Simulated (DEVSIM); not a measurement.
Structure: abrupt Si p-n junction, at 300 K.

```tsv
layer (left to right)	material	thickness (μm)	Nd (cm⁻³)	Na (cm⁻³)	τn (s)	τp (s)
1	Si	23.0	-	1.4e18	0.00028	9.2e-6
2	Si	3.60	1.3e15	-	9.2e-6	9.2e-6
```

Left contact: ohmic. Right contact: ohmic. Voltage is applied to the left contact. Recombination: SRH at mid-gap, radiative. Mobility is μmin + (μ − μmin)/(1 + (N/Nref)^α).

The device is made up for the run: typed textbook-type constants, with dimensions and the other settings drawn at random. Values at 300 K.

```
parameter           Si
-------------  -------
gap (eV)         1.124
affinity (eV)     4.05
permittivity      11.7
Nc (cm⁻³)      2.86e19
Nv (cm⁻³)       3.1e19
μn (cm²/Vs)       1417
μp (cm²/Vs)        470
μn,min              52
μp,min              45
Nref,n          9.7e16
Nref,p          2.2e17
αn                0.68
αp                0.72
B (cm³/s)      4.7e-15
```

DEVSIM, 1D drift-diffusion, Boltzmann statistics, complete ionisation; no tunnelling, impact ionisation, image-force lowering or self-heating.

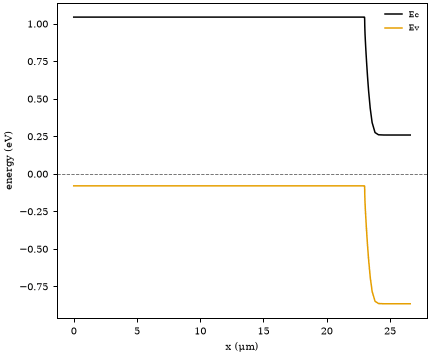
Figure. Band edges at zero bias

Energies count from the Fermi level of the right contact; mesh points crowd at the junctions.

```json
[
 {"x (μm)": "0.000", "Ec (eV)": "1.044", "Ev (eV)": "-0.080", "n (cm⁻³)": "< 1e2", "p (cm⁻³)": "1.4e18", "field (V/cm)": "≈ 0"},
 {"x (μm)": "0.03733", "Ec (eV)": "1.044", "Ev (eV)": "-0.080", "n (cm⁻³)": "< 1e2", "p (cm⁻³)": "1.4e18", "field (V/cm)": "≈ 0"},
 {"x (μm)": "0.1263", "Ec (eV)": "1.044", "Ev (eV)": "-0.080", "n (cm⁻³)": "< 1e2", "p (cm⁻³)": "1.4e18", "field (V/cm)": "≈ 0"},
 {"x (μm)": "0.3598", "Ec (eV)": "1.044", "Ev (eV)": "-0.080", "n (cm⁻³)": "< 1e2", "p (cm⁻³)": "1.4e18", "field (V/cm)": "≈ 0"},
 {"x (μm)": "1.279", "Ec (eV)": "1.044", "Ev (eV)": "-0.080", "n (cm⁻³)": "< 1e2", "p (cm⁻³)": "1.4e18", "field (V/cm)": "≈ 0"},
 {"x (μm)": "3.301", "Ec (eV)": "1.044", "Ev (eV)": "-0.080", "n (cm⁻³)": "< 1e2", "p (cm⁻³)": "1.4e18", "field (V/cm)": "≈ 0"},
 {"x (μm)": "8.122", "Ec (eV)": "1.044", "Ev (eV)": "-0.080", "n (cm⁻³)": "< 1e2", "p (cm⁻³)": "1.4e18", "field (V/cm)": "≈ 0"},
 {"x (μm)": "18.12", "Ec (eV)": "1.044", "Ev (eV)": "-0.080", "n (cm⁻³)": "< 1e2", "p (cm⁻³)": "1.4e18", "field (V/cm)": "≈ 0"},
 {"x (μm)": "21.10", "Ec (eV)": "1.044", "Ev (eV)": "-0.080", "n (cm⁻³)": "< 1e2", "p (cm⁻³)": "1.4e18", "field (V/cm)": "≈ 0"},
 {"x (μm)": "22.27", "Ec (eV)": "1.044", "Ev (eV)": "-0.080", "n (cm⁻³)": "< 1e2", "p (cm⁻³)": "1.4e18", "field (V/cm)": "≈ 0"},
 {"x (μm)": "22.72", "Ec (eV)": "1.044", "Ev (eV)": "-0.080", "n (cm⁻³)": "< 1e2", "p (cm⁻³)": "1.4e18", "field (V/cm)": "≈ 0"},
 {"x (μm)": "22.93", "Ec (eV)": "1.044", "Ev (eV)": "-0.080", "n (cm⁻³)": "< 1e2", "p (cm⁻³)": "1.4e18", "field (V/cm)": "≈ 0"},
 {"x (μm)": "22.99", "Ec (eV)": "1.043", "Ev (eV)": "-0.081", "n (cm⁻³)": "< 1e2", "p (cm⁻³)": "1.3e18", "field (V/cm)": "-3700"},
 {"x (μm)": "23.02", "Ec (eV)": "0.954", "Ev (eV)": "-0.170", "n (cm⁻³)": "2700", "p (cm⁻³)": "4.3e16", "field (V/cm)": "-25000"},
 {"x (μm)": "23.11", "Ec (eV)": "0.794", "Ev (eV)": "-0.330", "n (cm⁻³)": "1300000", "p (cm⁻³)": "8.9e13", "field (V/cm)": "-14000"},
 {"x (μm)": "23.31", "Ec (eV)": "0.552", "Ev (eV)": "-0.572", "n (cm⁻³)": "1.5e10", "p (cm⁻³)": "7.7e9", "field (V/cm)": "-10000"},
 {"x (μm)": "23.82", "Ec (eV)": "0.275", "Ev (eV)": "-0.849", "n (cm⁻³)": "6.9e14", "p (cm⁻³)": "170000", "field (V/cm)": "-1300"},
 {"x (μm)": "24.94", "Ec (eV)": "0.258", "Ev (eV)": "-0.866", "n (cm⁻³)": "1.3e15", "p (cm⁻³)": "89000", "field (V/cm)": "≈ 0"},
 {"x (μm)": "26.14", "Ec (eV)": "0.258", "Ev (eV)": "-0.866", "n (cm⁻³)": "1.3e15", "p (cm⁻³)": "89000", "field (V/cm)": "≈ 0"},
 {"x (μm)": "26.43", "Ec (eV)": "0.258", "Ev (eV)": "-0.866", "n (cm⁻³)": "1.3e15", "p (cm⁻³)": "89000", "field (V/cm)": "≈ 0"},
 {"x (μm)": "26.55", "Ec (eV)": "0.258", "Ev (eV)": "-0.866", "n (cm⁻³)": "1.3e15", "p (cm⁻³)": "89000", "field (V/cm)": "≈ 0"},
 {"x (μm)": "26.60", "Ec (eV)": "0.258", "Ev (eV)": "-0.866", "n (cm⁻³)": "1.3e15", "p (cm⁻³)": "89000", "field (V/cm)": "≈ 0"}
]
```
